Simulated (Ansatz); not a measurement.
# singlet HS+ at 6 levels

We compute a comparison of 6 runs (r2SCAN/3-21G, wB97X/3-21G, CAM-B3LYP/cc-pVDZ, CCSDT(Q)/3-21G, CCSD(T)/3-21G, FCI/3-21G) of singlet HS+. 

The calculation is run with Ansatz 0.2.0.

55 further runs of the same task are left out: 2 that didn't finish, 53 set aside as unsound or not needed.

### Step 1. The molecule

The species is HS+ (2 atoms), meant as a singlet with charge +1. As SMILES of the parent species, `[SH]`. Geometry: relaxed at PBE0-D4/def2-TZVP. That shape belongs to the parent species and isn't relaxed for this state.

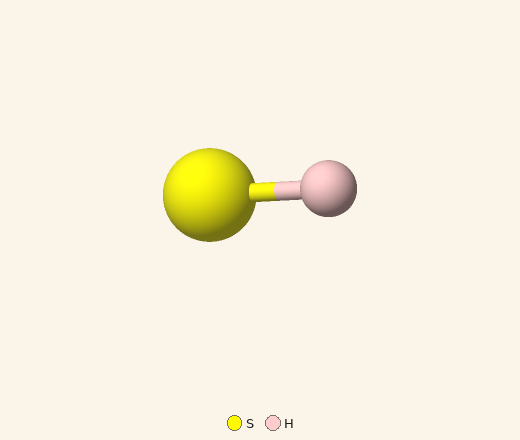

Viewed from a chosen angle; sulfur yellow, hydrogen pink.

### Step 2. The energy at r2SCAN/3-21G (run 1)

run.yaml reads:

```yaml
crystal:
  periodic: [false, false, false]
  atoms:
    - symbol: S
      position_ang: [0.574560, -0.187810, 0.295460]
    - symbol: H
      position_ang: [-0.574560, 0.187810, -0.295460]
basis:
  gaussian:
    orbitals: 3-21G.json
total_charge: 1
hamiltonian:
  xc: {name: r2SCAN}
accuracy: high
```

The basis set 3-21G is read from a file made from the Basis Set Exchange's data (not shown).

Run with:

```console
$ ansatz run run.yaml --threads 1 --pin off --max-ram 3480MiB --events-out events.jsonl --progress --plain --runs-dir runs
```

The program printed:

```text
Warning: RAYON_NUM_THREADS=1 ignored (pool sized by the plan → 1); use --threads N
Functional definition: r2SCAN
  name "r2SCAN"
  parameter k0 = 0.174
  parameter k1 = 0.065
  parameter a1 = 4.9479
  exchange = r2scan_x(k0 = k0, k1 = k1, a1 = a1)
  correlation = r2scan_c
269 factors; integrals over basis functions are off by at most 3.6e-9 eV
mean field evaluation 1: about -10781.8417 eV, gradient 1.3e1 eV
mean field evaluation 2: about -10782.1054 eV, gradient 8.9e0 eV
mean field evaluation 4: about -10782.3439 eV, gradient 1.8e0 eV
mean field evaluation 8: about -10782.3486 eV, gradient 1.4e0 eV
mean field evaluation 16: about -10782.3438 eV, gradient 5.5e-8 eV
mean field evaluation 32: about -10782.3438 eV, gradient 2.2e-5 eV
mean field -10782.34380902 eV, -396.2438264463 hartree, gradient 5.5e-8 eV, S^2 0.000000; 1 other end points of the search recorded, 0 dependent functions left out
reference -10782.34380934 eV, -396.2438264582 hartree; 8, 8 occupied and 7, 7 virtual orbitals, 269 factors
Total energy: -10782.34380934 eV, -396.2438264582 hartree
```

Run time: 1.8 s. Hardware: 1 thread of Arm Neoverse V1, shared host; peak memory 0.092 GiB.

### Step 3. A single-point energy at wB97X/3-21G (run 2)

input.yaml reads:

```yaml
basis:
  gaussian:
    orbitals: 3-21G.json
crystal:
  periodic: [false, false, false]
  atoms:
    - symbol: S
      position_ang: [0.574560, -0.187810, 0.295460]
    - symbol: H
      position_ang: [-0.574560, 0.187810, -0.295460]
accuracy: high
total_charge: 1
hamiltonian:
  xc: {name: wB97X}
```

The basis set 3-21G is read from a file made from the Basis Set Exchange's data (not shown).

Run with:

```console
$ ansatz run input.yaml --threads 1 --pin off --max-ram 3480MiB --events-out events.jsonl --progress --plain --runs-dir runs
```

The program printed, shortened:

```text
Warning: RAYON_NUM_THREADS=1 ignored (pool sized by the plan → 1); use --threads N
Functional definition: wB97X
  name "wB97X"
[...]
      + exact_x_lr(omega)
[...]
      + integral(e_c_pw_opposite_spin*poly(b97_u_opposite, 1, cos1, cos2, cos3, cos4))
269 factors; integrals over basis functions are off by at most 3.6e-9 eV
103 factors; integrals over basis functions are off by at most 1.8e-9 eV
[...]
mean field -10783.91371486 eV, -396.3015194220 hartree, gradient 5.7e-8 eV, S^2 0.000000; 0 other end points of the search recorded, 0 dependent functions left out
reference -10783.91371349 eV, -396.3015193714 hartree; 8, 8 occupied and 7, 7 virtual orbitals, 269 factors
Total energy: -10783.91371349 eV, -396.3015193714 hartree
```

It took 1.6 s on 1 thread of Arm Neoverse V1, shared host; peak memory 0.14 GiB.

### Step 4. A single-point energy at CAM-B3LYP/cc-pVDZ (run 3)

job.yaml reads:

```yaml
basis:
  gaussian: {orbitals: cc-pVDZ}
crystal:
  periodic: [false, false, false]
  atoms:
    - {symbol: S, position_ang: [0.574560, -0.187810, 0.295460]}
    - {symbol: H, position_ang: [-0.574560, 0.187810, -0.295460]}
total_charge: 1
magnetization: {spin_polarized: false}
hamiltonian: {xc: {name: CAM-B3LYP}}
accuracy: high
```

Run with:

```console
$ ansatz run job.yaml --threads 1 --pin off --max-ram 3480MiB --events-out events.jsonl --progress --plain --runs-dir runs
```

The program printed:

```text
Warning: RAYON_NUM_THREADS=1 ignored (pool sized by the plan → 1); use --threads N
Functional definition: CAM-B3LYP
  name "CAM-B3LYP"
  parameter alpha = 0.19
  parameter beta = 0.46
  parameter omega = 0.33/bohr
  parameter ac = 0.81
  exchange = (1 - alpha - beta)*b88_x + beta*b88_x_sr(omega) + alpha*exact_x + beta*exact_x_lr(omega)
  correlation = (1 - ac)*vwn5_c + ac*lyp_c
415 factors; integrals over basis functions are off by at most 3.0e-9 eV
133 factors; integrals over basis functions are off by at most 2.1e-9 eV
mean field evaluation 1: about -10838.1429 eV, gradient 9.3e0 eV
mean field evaluation 2: about -10838.3606 eV, gradient 3.5e0 eV
mean field evaluation 4: about -10838.3915 eV, gradient 2.4e-1 eV
mean field evaluation 8: about -10838.3850 eV, gradient 6.4e-4 eV
mean field evaluation 16: about -10838.3850 eV, gradient 1.1e-8 eV
mean field -10838.38499624 eV, -398.3033020908 hartree, gradient 5.6e-9 eV, S^2 0.000000; 0 other end points of the search recorded, 0 dependent functions left out
reference -10838.38500764 eV, -398.3033025096 hartree; 8, 8 occupied and 15, 15 virtual orbitals, 415 factors
Total energy: -10838.38500764 eV, -398.3033025096 hartree
```

It took 0.74 s on 1 thread of Arm Neoverse V1, shared host.

Runs 4 to 5 aren't shown in full; the table further down has their settings and results.

### Step 5. A single-point energy at FCI/3-21G (run 6)

run.yaml reads:

```yaml
basis:
  gaussian: {orbitals: 3-21G.json}
crystal:
  periodic: [false, false, false]
  atoms:
    - symbol: S
      position_ang: [0.574560, -0.187810, 0.295460]
    - symbol: H
      position_ang: [-0.574560, 0.187810, -0.295460]
correlation: {method: fci, frozen_orbitals: {H: 0, S: 5}}
accuracy: high
total_charge: 1
```

The basis set 3-21G is read from a file made from the Basis Set Exchange's data (not shown).

Run with:

```console
$ ansatz run run.yaml --threads 1 --pin off --max-ram 3480MiB --events-out events.jsonl --progress --plain --runs-dir runs
```

The program printed, shortened:

```text
Warning: RAYON_NUM_THREADS=1 ignored (pool sized by the plan → 1); use --threads N
Functional definition: HF
  name "HF"
[...]
269 factors; integrals over basis functions are off by at most 3.6e-9 eV
[...]
mean field -10767.19781673 eV, -395.6872214960 hartree, gradient 1.1e-8 eV, S^2 0.000000; 2 other end points of the search recorded, 0 dependent functions left out; unrestricted orbitals would lower it
[...]
unrestricted determinant -10768.71706965 eV, -395.7430530110 hartree, S^2 1.0000
5 core orbitals not correlated: weight in the atoms' cores, before any rotation towards them, 1.000 or more for the frozen orbitals, at most 0.000 for the correlated occupied ones
reference -10767.19781673 eV, -395.6872214960 hartree; 3, 3 occupied and 7, 7 virtual orbitals, 269 factors
state -10769.06129242 eV, -395.7557029646 hartree
Total energy: -10769.06129242 eV, -395.7557029646 hartree
```

Wall time 0.54 s (1 thread of Arm Neoverse V1, shared host).

### Step 6. Overview of the runs

| run | level | frozen core orbitals | energy (Eh) | wall time |
| --- | --- | --- | --- | --- |
| 1 | r2SCAN/3-21G | – | -396.243826 | 1.8 s |
| 2 | wB97X/3-21G | – | -396.301519 | 1.6 s |
| 3 | CAM-B3LYP/cc-pVDZ | – | -398.303303 | 0.74 s |
| 4 | CCSDT(Q)/3-21G | 5 | -395.755717 | 0.32 s |
| 5 | CCSD(T)/3-21G | 5 | -395.754818 | 0.16 s |
| 6 | FCI/3-21G | 5 | -395.755703 | 0.54 s |

### Step 7. Results

```
                                          quantity          value
                               run 6: total energy  -395.75570 Eh
run 6: correlation energy (5 core orbitals frozen)      -68.5 mEh
```

**Reading.** Against full CI in this basis: CCSDT(Q) -0.0 mEh; CCSD(T) +0.9 mEh. Totals of different functionals can't be ranked against each other. In runs 4, 5 the log says that unrestricted orbitals would lower the reference, so the values rest on an unstable closed-shell determinant (other closed-shell runs at this shape may share the fault). All runs together took 5.2 s, the longest 1.8 s.
